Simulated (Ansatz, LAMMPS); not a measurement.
# Glassy 62SiO2-19Al2O3-19CaO (mol %) (118 atoms) under strain, part 3 of 3

How stiff is glassy 62SiO2-19Al2O3-19CaO (mol %) (118 atoms), and how do its levels respond to strain?

Ansatz 0.2.0; Kohn-Sham DFT, PBEsol, PAW (set soft_2), plane waves.

The cell: 23 Si, 14 Al, 7 Ca and 74 O. The quench rate of 50 K/ps is orders of magnitude faster than experiment. The starting topology of bonds comes from the classical model. The Brillouin zone is sampled at Γ only.

So far. Step 10 (Stretched by 1 % along x): The relaxation converged after 7 steps, 0.106 eV below its start, with a largest force component of 0.023 eV/Å. Step 10 (Stretched by 1 % along x): Stretched by 1 % along x: the energy stands 0.0495 eV above that of the reference, at a pressure of -0.585 GPa.

**11. Compressed by 1 % along x**

The relaxed cell is strained along x alone, which gives the stiffness along x and its coupling to y and z.

input.yaml reads:

```yaml
crystal:
  lattice:
    - [11.47039, 0.02038, 0.03795]
    - [0.02018, 11.40431, -0.24351]
    - [0.03757, -0.24351, 11.61409]
  atoms:
    [... the 118 atom lines of step 4 ...]
kpoints:
  mp_grid: { grid: [1, 1, 1] }
hamiltonian:
  xc: pbesol
scf:
  occupations: { method: gaussian, width: 0.05 }
output:
  forces: true
  eigenvalues: true
  stress: true
relax:
  f_tol: 0.05
  max_steps: 70
```

On the command line:

```
$ ansatz run input.yaml --threads 4 --pin off --max-ram 8192MiB --backend cpu --events-out ev --progress --plain --runs-dir out
```

Numbers of over 12 decimals in the logs are rounded to 6 here.

Output:

```text
[...]
Crystal: 118 atoms, lattice volume = 1518.559 Å³
Basis set: ecut = 420 eV, 29643 PW (Γ), exchange–correlation on 160×160×160 points (8 copies of the dense FFT grid, shifted against one another)
Bands: 442, of which v1, the nominal top of the filled ones, is band 324 counted from 1 (323 counted from 0)
Symmetry: 1 space group operations
[...]
k-points: 1
[...]
SCF iter   1: F=—  HF=-75846.335163 eV  |F-HF|=—  |Δ(HF+E_count)|=         —  Δρ=1.18e-2  dr2=1.71e0  ethr=1.77e-3  ⟨swp⟩=7.0  Hψ=2275  notcnv=0  defer=93
[...]
SCF iter   6: F=—  HF=-75845.852665 eV  |F-HF|=—  |Δ(HF+E_count)|=   1.50e-4  Δρ=5.89e-5  dr2=5.21e-5  ethr=4.84e-8  ⟨swp⟩=2.0  Hψ=550  notcnv=0  defer=114
SCF iter   7: F=-75845.852683 eV  HF=-75845.852679 eV  |F-HF|=3.97e-6  |Δ(HF+E_count)|=   1.42e-5  Δρ=1.94e-5  dr2=6.02e-6  ethr=8.04e-9  ⟨swp⟩=17.0  Hψ=2546  notcnv=0
SCF 1 converged in 7 iterations: F = -75845.852683 eV  dr2 = 6.02e-6
[...]
relax step   1: F+E_penalty+E_count = -75845.85268325 eV  Δ(F+E_penalty+E_count) = +0.000e0 eV  max|allowed force component| = 5.681e-1 eV/Å  Δτ_max = 0.0000 Å  (7 SCF iters, dr2 threshold 6.25e-5 eV, accepted)
[...]
relax step   2: F+E_penalty+E_count = -75845.91173378 eV  Δ(F+E_penalty+E_count) = -5.905e-2 eV  max|allowed force component| = 2.934e-1 eV/Å  Δτ_max = 0.0174 Å  (5 SCF iters, dr2 threshold 2.02e-5 eV, accepted)
[...]
relax step   3: F+E_penalty+E_count = -75845.95355615 eV  Δ(F+E_penalty+E_count) = -4.182e-2 eV  max|allowed force component| = 7.649e-2 eV/Å  Δτ_max = 0.0278 Å  (6 SCF iters, dr2 threshold 5.38e-6 eV, accepted)
relax step   4: F+E_penalty+E_count = -75845.94996051 eV  Δ(F+E_penalty+E_count) = +3.596e-3 eV  max|allowed force component| = 2.618e-1 eV/Å  Δτ_max = 0.0311 Å  (8 SCF iters, rejected (line search))
[...]
relax step   5: F+E_penalty+E_count = -75845.96070005 eV  Δ(F+E_penalty+E_count) = -7.144e-3 eV  max|allowed force component| = 4.071e-2 eV/Å  Δτ_max = 0.0152 Å  (8 SCF iters, accepted)
SCF converged after 8 iterations
Free energy (F): -75845.960700 eV
[...]
Internal energy: -75845.960700 eV  (E = F + TS)
E sigma→0 (E₀):  -75845.960700 eV
Fermi energy:    6.231777 eV
[...]
Σ components = -75845.960700   (vs F -75845.960700, Δ=0.00e0)
--- Forces (eV/Å), atoms counted from 1 ---
  atom   1  Si    -0.01009128    -0.00979839     0.00574833
  atom   2  Si    -0.02170931     0.00051924    -0.00403072
  atom   3  Si     0.01739444    -0.00541995     0.01107980
  atom   4  Si    -0.03099904     0.01551631     0.00940971
[...]
atom 118  O     -0.00346332    -0.00336799     0.01073078
  max |Σ_I F_I| component: 8.10e-5 eV/Å
--- Stress (GPa, compression-positive) ---
        1.178229       0.034987      -0.071807
        0.034994       0.501832      -0.063964
       -0.071802      -0.063963       0.398080
  P = ⅓ Tr σ = 0.6927 GPa (6.927 kbar)
--- Band table (eV) ---
[...]
--- Relaxed structure (5 steps of the walk, 4 accepted, 0 SCFs on fresh bases) ---
  F+E_penalty+E_count = -75845.96070005 eV   max|allowed force component| = 4.071e-2 eV/Å
  atoms:
    - { symbol: Si, position: [0.038912, 0.316387, 0.939601] }
    - { symbol: Si, position: [0.667521, 0.695747, 0.156446] }
    - { symbol: Si, position: [0.602625, 0.966425, 0.666531] }
    - { symbol: Si, position: [0.292572, 0.233395, 0.952054] }
[...]
- { symbol: O, position: [0.607271, 0.535000, 0.450942] }
```

Elapsed: 62 s, on 4 threads of Intel Xeon Platinum 8375C at 2.90GHz (Ice Lake), shared host; peak memory 2.4 GiB.

The relaxation converged after 5 steps, 0.108 eV below its start, with a largest force component of 0.041 eV/Å.

Compressed by 1 % along x: the energy stands 0.0648 eV above that of the reference, at a pressure of 0.693 GPa.

**12. Sheared by 2 % in xy**

A shear of the relaxed cell gives the modulus that volume changes can't reach.

input.yaml, the sections that differ from step 11:

```yaml
crystal:
  lattice:
    - [11.58645, 0.13624, 0.03795]
    - [0.13442, 11.40451, -0.24351]
    - [0.03551, -0.24313, 11.61409]
  atoms:
    [... the 118 atom lines of step 4 ...]
# kpoints, hamiltonian, scf, output, relax: as in step 11
```

Output:

```text
[...]
Crystal: 118 atoms, lattice volume = 1533.744 Å³
Basis set: ecut = 420 eV, 30019 PW (Γ), exchange–correlation on 160×160×160 points (8 copies of the dense FFT grid, shifted against one another)
Bands: 442, of which v1, the nominal top of the filled ones, is band 324 counted from 1 (323 counted from 0)
Symmetry: 1 space group operations
[...]
k-points: 1
[...]
SCF iter   1: F=—  HF=-75846.292415 eV  |F-HF|=—  |Δ(HF+E_count)|=         —  Δρ=1.18e-2  dr2=1.72e0  ethr=1.77e-3  ⟨swp⟩=7.0  Hψ=2272  notcnv=0  defer=96
[...]
SCF iter   7: F=-75845.807376 eV  HF=-75845.807372 eV  |F-HF|=4.52e-6  |Δ(HF+E_count)|=   1.45e-5  Δρ=1.99e-5  dr2=6.41e-6  ethr=8.68e-9  ⟨swp⟩=16.0  Hψ=2626  notcnv=0
SCF 1 converged in 7 iterations: F = -75845.807376 eV  dr2 = 6.41e-6
[...]
relax step   1: F+E_penalty+E_count = -75845.80737622 eV  Δ(F+E_penalty+E_count) = +0.000e0 eV  max|allowed force component| = 5.382e-1 eV/Å  Δτ_max = 0.0000 Å  (7 SCF iters, dr2 threshold 6.25e-5 eV, accepted)
[...]
relax step   2: F+E_penalty+E_count = -75845.88972270 eV  Δ(F+E_penalty+E_count) = -8.235e-2 eV  max|allowed force component| = 3.479e-1 eV/Å  Δτ_max = 0.0275 Å  (5 SCF iters, dr2 threshold 1.81e-5 eV, accepted)
[...]
relax step   3: F+E_penalty+E_count = -75845.93756821 eV  Δ(F+E_penalty+E_count) = -4.785e-2 eV  max|allowed force component| = 7.920e-2 eV/Å  Δτ_max = 0.0345 Å  (6 SCF iters, dr2 threshold 7.57e-6 eV, accepted)
relax step   4: F+E_penalty+E_count = -75845.78096533 eV  Δ(F+E_penalty+E_count) = +1.566e-1 eV  max|allowed force component| = 3.751e-1 eV/Å  Δτ_max = 0.1579 Å  (9 SCF iters, rejected (line search))
[...]
relax step   5: F+E_penalty+E_count = -75845.94626965 eV  Δ(F+E_penalty+E_count) = -8.701e-3 eV  max|allowed force component| = 4.768e-2 eV/Å  Δτ_max = 0.0311 Å  (9 SCF iters, accepted)
SCF converged after 9 iterations
Free energy (F): -75845.946270 eV
[...]
Internal energy: -75845.946270 eV  (E = F + TS)
E sigma→0 (E₀):  -75845.946270 eV
Fermi energy:    6.122219 eV
[...]
--- Forces (eV/Å), atoms counted from 1 ---
  atom   1  Si     0.02332326     0.01088593     0.03050309
  atom   2  Si    -0.02230185     0.02558676     0.01381627
  atom   3  Si    -0.00761448     0.01298068    -0.00620564
  atom   4  Si     0.00166051    -0.01260117     0.00462010
  atom   5  Si     0.03598262    -0.00089976     0.00942928
  atom   6  Si    -0.00513341    -0.00462955    -0.01703965
  atom   7  Si    -0.01938615    -0.00806505    -0.00528991
  atom   8  Si     0.01405380    -0.01058401    -0.00368058
  atom   9  Si    -0.00758346    -0.02794843    -0.00717917
  atom  10  Si     0.01651888    -0.00041552    -0.01196311
  atom  11  Si    -0.00429399    -0.02063651     0.00729995
  atom  12  Si     0.00895619     0.01433501     0.00040069
  atom  13  Si    -0.01113985     0.01717165    -0.01813603
  atom  14  Si    -0.00999215    -0.00328577     0.01097457
[...]
atom 117  O     -0.00264582    -0.00535462     0.01354883
  atom 118  O     -0.01528631    -0.00063581     0.01269368
  max |Σ_I F_I| component: 1.29e-4 eV/Å
--- Stress (GPa, compression-positive) ---
       -0.055886      -0.858854      -0.002858
       -0.858847      -0.104161      -0.055601
       -0.002853      -0.055600       0.027223
  P = ⅓ Tr σ = -0.0443 GPa (-0.443 kbar)
--- Band table (eV) ---
[...]
--- Relaxed structure (5 steps of the walk, 4 accepted, 0 SCFs on fresh bases) ---
  F+E_penalty+E_count = -75845.94626965 eV   max|allowed force component| = 4.768e-2 eV/Å
  atoms:
    - { symbol: Si, position: [0.038459, 0.315355, 0.939606] }
    - { symbol: Si, position: [0.667415, 0.695055, 0.156876] }
    - { symbol: Si, position: [0.602944, 0.966187, 0.664908] }
    - { symbol: Si, position: [0.293054, 0.235392, 0.952687] }
[...]
- { symbol: O, position: [0.607476, 0.537308, 0.449749] }
```

Elapsed: 66 s, on 4 threads; peak memory 2.4 GiB; 4.1 min of CPU time.

The relaxation converged after 5 steps, 0.139 eV below its start, with a largest force component of 0.048 eV/Å.

Sheared by 2 % in xy: the energy stands 0.0792 eV above that of the reference, at a pressure of -0.0443 GPa.

**13. Pressure against volume**

Atoms are relaxed at each volume, in the scaled cell.

```
volume change (%)  volume (Å³/atom)  energy change (meV/atom)  pressure (GPa)  largest move on relaxing (Å)  bonds  gap (eV)
              -10            11.699                     28.28            7.33                          0.51    195                3.65
               -6            12.219                      9.72            4.15                          0.26    194                3.51
               -3            12.609                      2.31            1.93                          0.15    192                3.42
               +0            12.999                      0.00            0.00                             -    189                3.33
               +3            13.389                      2.13           -1.73                          0.12    187                3.25
               +6            13.779                      8.14           -3.22                          0.25    186                3.19
```

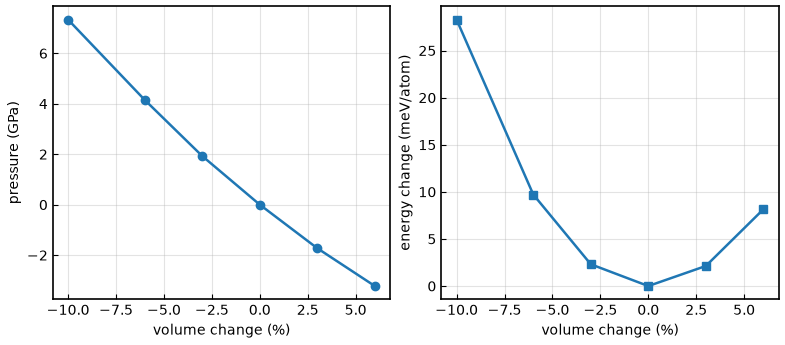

Pressure and energy against volume.

**14. Uniaxial strain and shear**

Stress (GPa, compression positive) less that of the relaxed cell, atoms relaxed:

```
                   strain      xx      yy      zz      xy  energy change (meV/atom)
 stretched by 1 % along x  -1.020  -0.417  -0.317  -0.027                      0.42
compressed by 1 % along x   1.182   0.519   0.376   0.032                      0.55
     sheared by 2 % in xy  -0.052  -0.087   0.005  -0.862                      0.67
```

**15. Outcome**

The bulk modulus, from the slope of pressure against ln V over the three points nearest the relaxed volume, is 60.9 GPa; a quadratic over all points gives a pressure derivative of about 2.8. The count of bonds runs from 186 to 195 over the series, so at some points contacts cross the cutoffs. At -10 % some atom moved by over 0.5 Å on relaxing, so that point may sit in another local minimum. The gap goes from 3.65 eV at the smallest volume to 3.19 eV at the largest, -2.8 eV per unit of ln V by a straight line, on the run's k-points. In the Cartesian axes of the cell, finite differences give C11 = 110, C12 = 46.8, C13 = 34.7 and C66 = 43.1 GPa (the shear of 2 % is the engineering strain, εxy = 0.01). The mean of C11, C12 and C13, which equals the bulk modulus in a cubic or isotropic solid, is 63.9 GPa: it agrees with the bulk modulus within 10 %. For an isotropic solid C66 would equal (C11 − C12)/2 = 31.6 GPa; so small a sample needn't be isotropic, and C66 rests on one shear. The two differ too much for isotropic moduli to be formed.

**Limits.** Strains are finite and relaxations stop at the force tolerance of the input, which can leave moduli too stiff; they are those of a static cell at zero temperature. Volumes are changed with the cell's shape held, so in an anisotropic solid the modulus lies over the one under free hydrostatic load. The program notes that the SCF threshold of the relaxations is loose for the stress.

The DFT runs together took 18 min of wall time.

[Logs are printed without paths, hosts, clocks, repeated set-up lines and the standing remarks that a program may print on its own settings, such as how far it seeks lower states.]

[Hosts, paths, dates, database ids (printed as entryN), source tags and the programs' standing remarks are cut or masked in the printed files.]
